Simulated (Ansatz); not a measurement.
## Electronic structure of GaH3···HF···H2O in real space

Input

```
crystal:
  periodic: [false, false, false]
  atoms:
    - { symbol: Ga, position_ang: [-1.195319, -1.233594, 0.542028] }
    - { symbol: H, position_ang: [-1.312715, 0.299615, 0.356963] }
    - { symbol: H, position_ang: [-1.202717, -2.144988, -0.738523] }
    - { symbol: H, position_ang: [-1.213281, -1.836066, 1.990783] }
    - { symbol: H, position_ang: [1.898532, 0.114187, 0.1176] }
    - { symbol: F, position_ang: [1.843335, -0.727325, 0.427632] }
    - { symbol: H, position_ang: [-0.123263, 1.639397, -0.346531] }
    - { symbol: O, position_ang: [0.730958, 1.860908, -0.715734] }
    - { symbol: H, position_ang: [0.574472, 2.027865, -1.634218] }
magnetization:
  spin_polarized: true
basis:
  gaussian: { orbitals: def2-SVP }
hamiltonian:
  xc: hf
relax:
  f_tol: 0.03
  max_steps: 50
output:
  orbitals: {}
```

Launched as:

```sh
ansatz run input.yaml --threads 2 --pin off --max-ram 3072MiB --backend cpu --events-out ev --progress --plain --runs-dir out
```

The fields are those of the run's last geometry, not of the input's.

The calculation used UHF/def2-SVP in Ansatz.

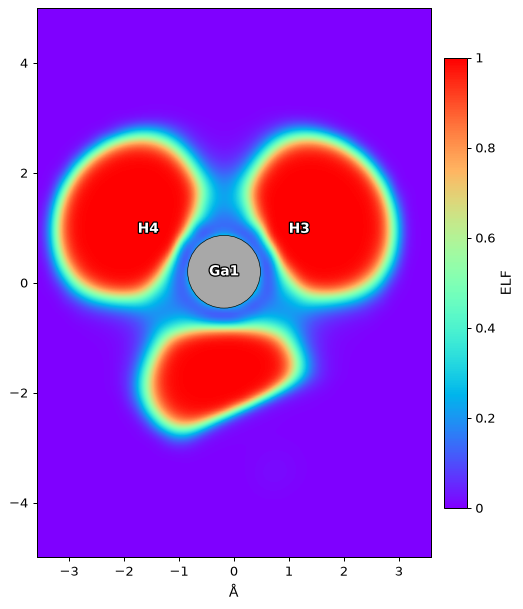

Figure 1. ELF on the plane of atoms H3, Ga1 and H4. Grey discs cover the atomic cores.

Describe what can be read from this map.

- Atoms in the plane: Ga and H.
- Ga–H (1.57 Å): the ELF climbs to about 1 towards the hydrogen.

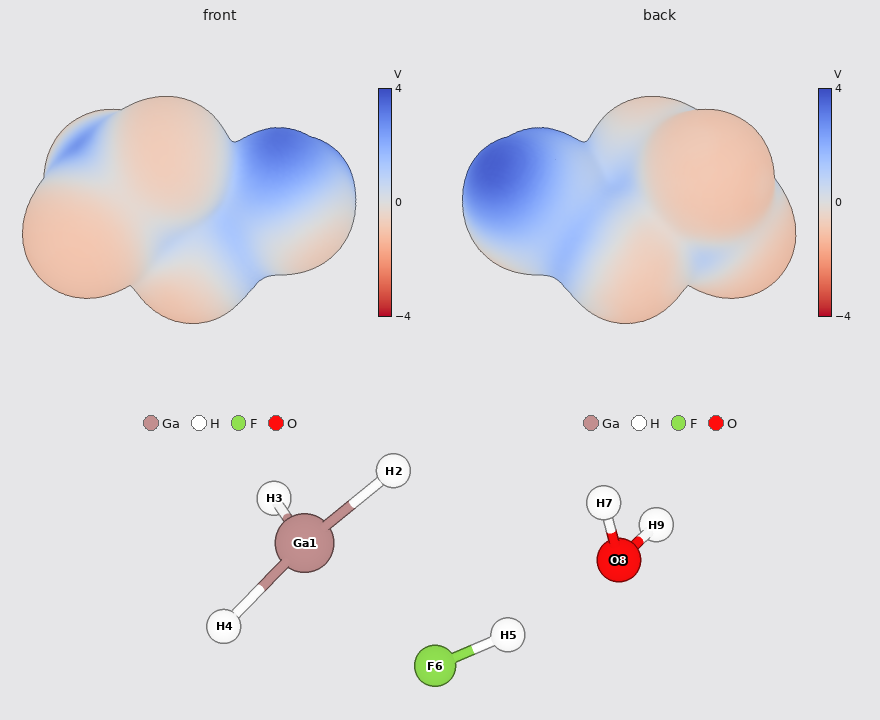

Figure 2. The electrostatic potential painted on the density surface at 0.002 e/bohr³, seen from the front and from behind; red is negative and blue positive. The bare structure is drawn below in the same view.

Which sites attract a positive test charge, and which a negative one?

A positive charge is drawn to the negative regions and a negative charge to the positive ones. The most negative region (about −1.0 V, or −23 kcal/mol for a unit charge) lies over H3, H4 and F6, the most positive (about +3.5 V, or +81 kcal/mol for a unit charge) over H9.

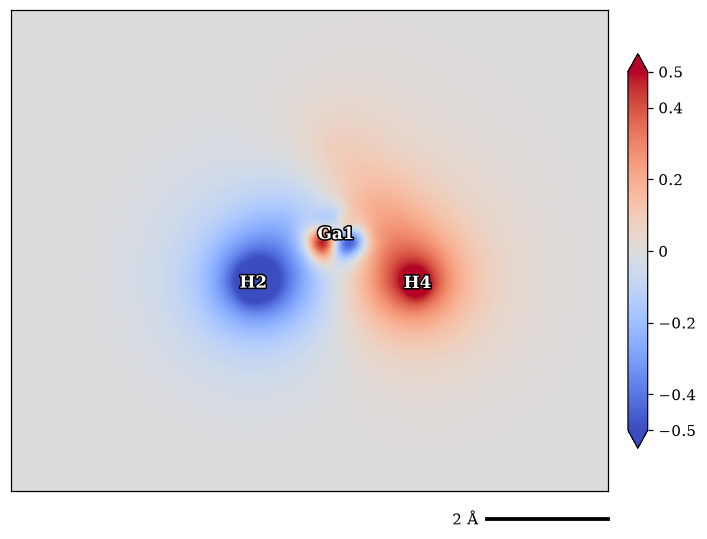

Figure 3. The HOMO−1 on the plane of atoms H2, Ga1 and H4 (values in Å⁻³ᐟ²; the overall sign is arbitrary).

Where does this orbital lie, and at what energy?

By Hirshfeld shares it lies mainly on Ga1 (about 35 %), H2 (about 35 %) and H4 (about 25 %). Its energy is −10.98 eV.
